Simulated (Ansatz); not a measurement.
```sh
ansatz run in.yaml --threads 4 --pin off --events-out ev --progress --plain --max-ram 46080MiB --backend cuda --devices 0, --max-vram 37GiB
```

```yaml
crystal:
  periodic: [false, false, false]
  atoms:
    - {symbol: C, position_ang: [0.583228, 2.163277, -1.784567]}
    - {symbol: N, position_ang: [0.065563, 1.369326, -0.731704]}
    - {symbol: W, position_ang: [-0.287940, 0.001499, 0.308239]}
    - {symbol: N, position_ang: [0.719915, -1.367485, -0.124570]}
    - {symbol: C, position_ang: [1.728068, -2.164205, -0.720873]}
    - {symbol: O, position_ang: [0.084534, 0.503970, 2.095670]}
    - {symbol: C, position_ang: [0.567228, 1.655569, 2.728351]}
    - {symbol: O, position_ang: [-2.100001, -0.498766, 0.078346]}
    - {symbol: C, position_ang: [-2.768228, -1.655254, -0.341084]}
    - {symbol: H, position_ang: [-0.215528, 2.481146, -2.464416]}
    - {symbol: H, position_ang: [1.335118, 1.623610, -2.372049]}
    - {symbol: H, position_ang: [1.055903, 3.068295, -1.386830]}
    - {symbol: H, position_ang: [2.252604, -1.628679, -1.520772]}
    - {symbol: H, position_ang: [2.470378, -2.477331, 0.022243]}
    - {symbol: H, position_ang: [1.294135, -3.072016, -1.154824]}
    - {symbol: H, position_ang: [0.490988, 2.533939, 2.078868]}
    - {symbol: H, position_ang: [1.615681, 1.516937, 3.012461]}
    - {symbol: H, position_ang: [-0.015592, 1.837013, 3.636468]}
    - {symbol: H, position_ang: [-3.624648, -1.833116, 0.316344]}
    - {symbol: H, position_ang: [-2.113009, -2.532202, -0.311762]}
    - {symbol: H, position_ang: [-3.138396, -1.525538, -1.363531]}
basis:
  gaussian: {orbitals: def2-TZVPP}
hamiltonian: {xc: {name: B97M-V}}
output: {orbitals: {seedname: orbitals}}
```

Describe the molecule in this file.

Formula C4H12N2O2W. As SMILES it reads `C[N]=[W](=[N]C)([O]C)[O]C`. This geometry has C2 symmetry. Coordination, clear cases only: 4 C tetrahedral; 1 W tetrahedral; 2 O bent.

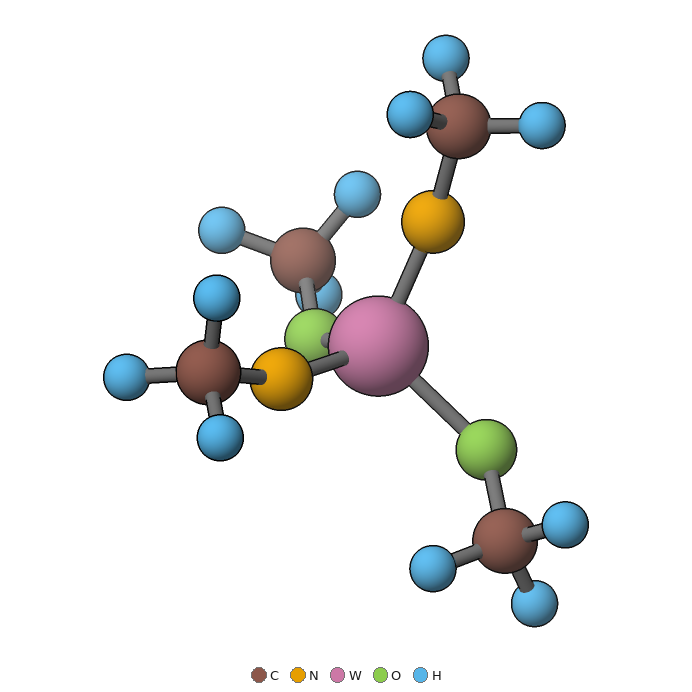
